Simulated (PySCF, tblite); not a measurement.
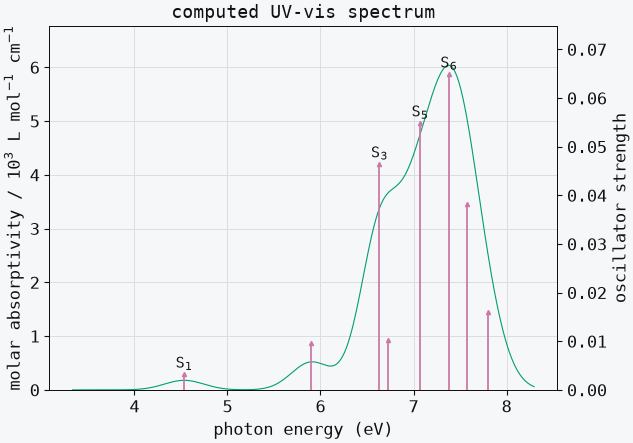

Vertical TDDFT excitations, ωB97X-D/def2-SVPD in PySCF, at a GFN2-xTB geometry (a minimum by its frequencies), gas phase. The lowest 8 singlet states are shown; each is broadened by a Gaussian of 1/e half-width 0.30 eV. Sticks give oscillator strengths (right axis).

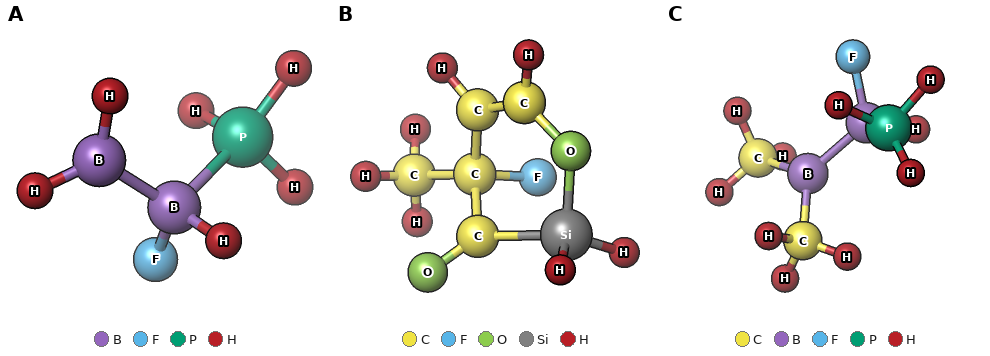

Which molecule gives this spectrum? The candidates are drawn in the second picture.

Structure A, B₂PH₆F, SMILES B[B@@H-](F)[PH3+]. Its lowest singlet lies at 4.53 eV (f = 0.003) and the brightest of those computed is S6 at 7.38 eV (168 nm), f = 0.065, mainly HOMO → LUMO+4 (54 %).

Known limits of this run: the tight-binding geometry is rougher than a DFT one and adds to the error; core orbitals are frozen in the response.
